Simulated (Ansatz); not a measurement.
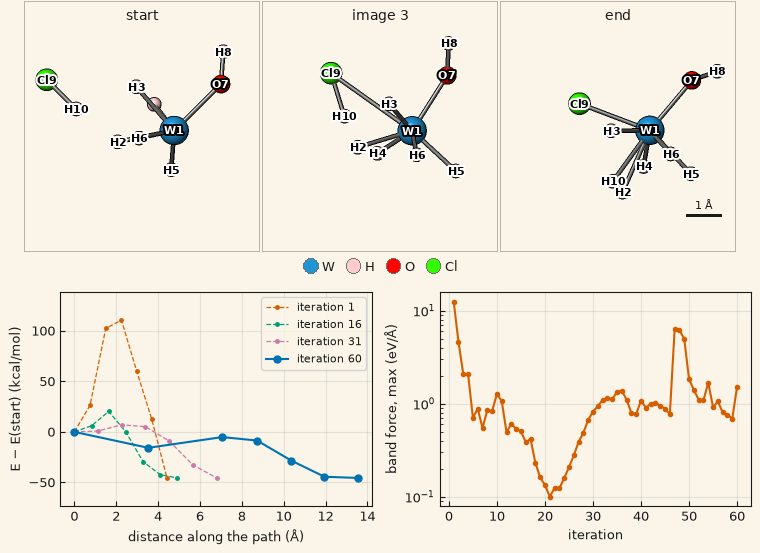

A nudged-elastic-band calculation for WH$_{7}$OCl. Images are numbered from 0 (start) to 6 (end). The plot follows the band through its iterations. Style: ball-and-stick. Shown at a tilt.

All numbers below come from RKS PBE/def2-SVP (Ansatz). Settings: 5 movable images; climbing image; force threshold 0.03 eV/Å; iteration limit 60; starting path through a guess of the saddle point.

Question: Did the band converge, and can the barrier be trusted?

Answer: The result isn't final. The band hadn't converged when the run stopped after 60 iterations. The largest component of the band force went from 13 to 1.5 eV/Å. The first iteration put the highest image at 110.6 kcal/mol. Relative to the start the highest point is image 0 at 0.0 kcal/mol and the end lies at −45.6 kcal/mol, but the profile dips to −15.8 kcal/mol at image 1 on the way, so there may be an intermediate minimum, or an end is no minimum.

Cost: 8.3 min on 2 threads of Arm Neoverse V2, on a shared host, peak memory 0.14 GiB.
